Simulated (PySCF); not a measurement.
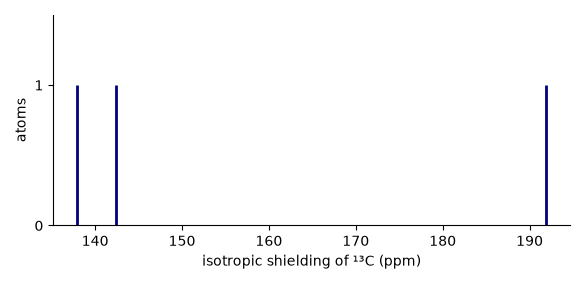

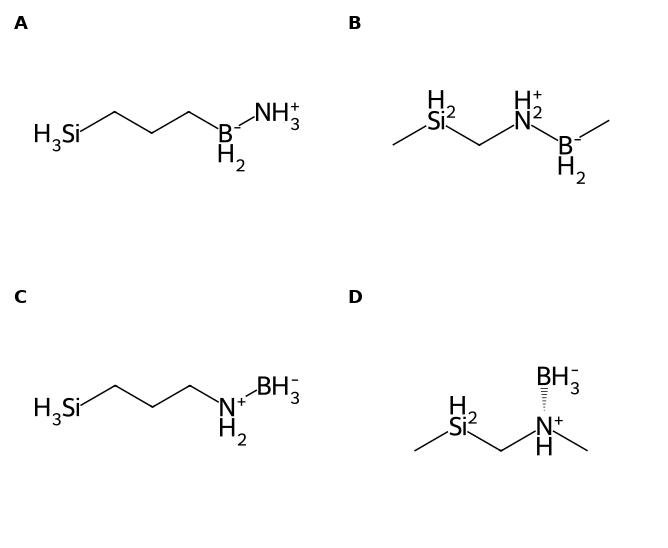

The sticks are computed shieldings of one of the molecules, for one fixed geometry (GFN2-xTB) without averaging over rotations. Low shielding means a high chemical shift. Method: GIAO PBE0/pcSseg-1 NMR shielding, non-relativistic, gas phase (PySCF 2.14.0).

Match the spectrum to a structure.

D, `[BH3-][N@H+](C)C[SiH2]C`. Its 3 C atoms give lines at 137.9, 142.4, 191.9 ppm.

The geometry is semi-empirical. Around B, Si such bond lengths and angles can be off by a tenth of an ångström or more and by several degrees, and values that hang on the shape move with them.
